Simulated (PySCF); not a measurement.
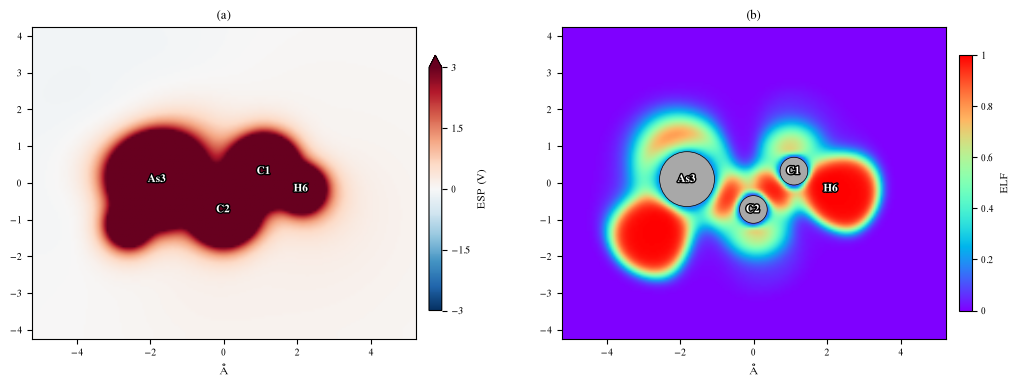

*C2H9AsSi. (a) electrostatic potential; (b) ELF on the plane of atoms C2, C1 and H6. Grey discs cover the atomic cores in the ELF map.*

Geometry: PBE0-D3(BJ)/def2-SVP.

All numbers below come from CAM-B3LYP/def2-SVPD, SCF density, gas phase (PySCF 2.14.0).

The calculation's input:

```
{"job": {"kind": "uv", "xc": "CAM-B3LYP", "basis": "def2-SVPD", "ip": true}, "charge": 0, "multiplicity": 1}
C     -1.743909     0.133537    -0.452664
C     -1.032374    -0.892434     0.412779
As     0.159762    -0.034201     1.759320
Si     1.827830     0.671242     0.233228
H     -1.036835     0.702516    -1.077899
H     -2.461855    -0.352158    -1.132437
H     -2.303662     0.862239     0.155112
H     -1.758435    -1.483860     0.992494
H     -0.452217    -1.597974    -0.200097
H      0.951087    -1.295877     2.098086
H      1.434700     1.973940    -0.386389
H      2.039666    -0.326544    -0.863554
H      3.111386     0.870632     0.971785
```

Launched as:

```sh
OMP_NUM_THREADS=1 python probes_run.py task.json out
```

Question: Interpret the plot.

Answer: The section cuts through C, As and H sites.
C–C (1.52 Å): the ELF peaks at about 0.95 between the atoms; localised, covalent bonding.
C–As (1.99 Å): the ELF peaks at about 0.90 between the atoms, as expected for localised, covalent bonding.
C–H (1.10 Å): the ELF climbs to about 1 towards the hydrogen, as it does in any bond to H: a covalent bond by its length.
The potential has no marked negative region in this plane.
